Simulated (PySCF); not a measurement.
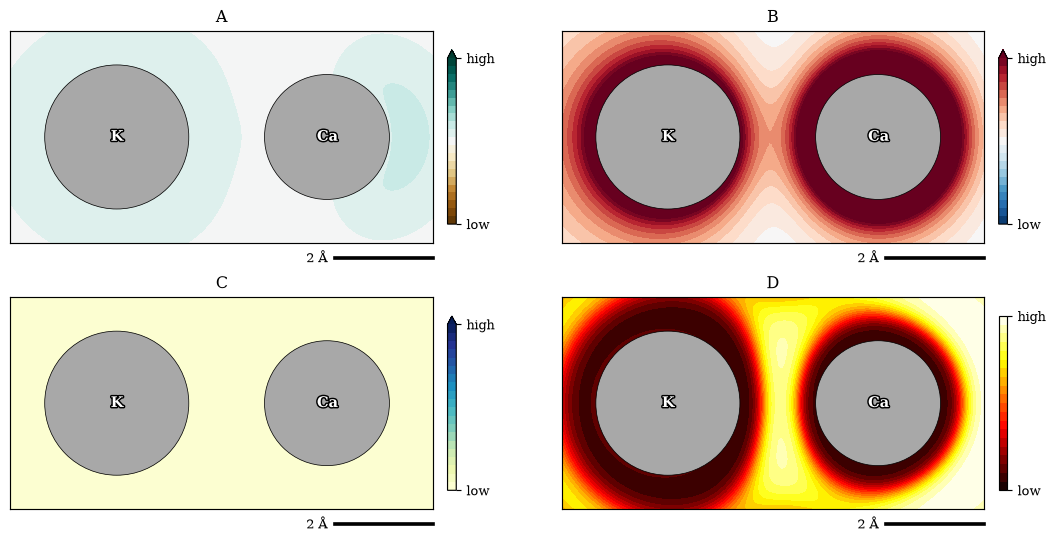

KCa (doublet): 4 fields on a plane that holds the molecular axis, with unlabelled colour scales. Grey discs cover the atomic cores.

Level of theory: PBE0/x2c-SVPall, spin-free X2C-1e, Gaussian nucleus, at a bond length of 4.265 Å in PySCF 2.14.0.

```xyz
2

K     0.0000    0.0000   -2.1595
Ca    0.0000    0.0000    2.1055
```

### Match the panels to the quantities (electron density, electron localisation function, electrostatic potential and spin density).

Panel A: spin density (confined to the atoms that carry the unpaired spin). Panel B: electrostatic potential (strongly positive close to the atoms and fading to about zero outside). Panel C: electron density. Panel D: electron localisation function. From the grid: K–Ca (4.26 Å): the density is about 0.04 e/Å³ at the midpoint; the ELF peaks at about 0.85 between the atoms.
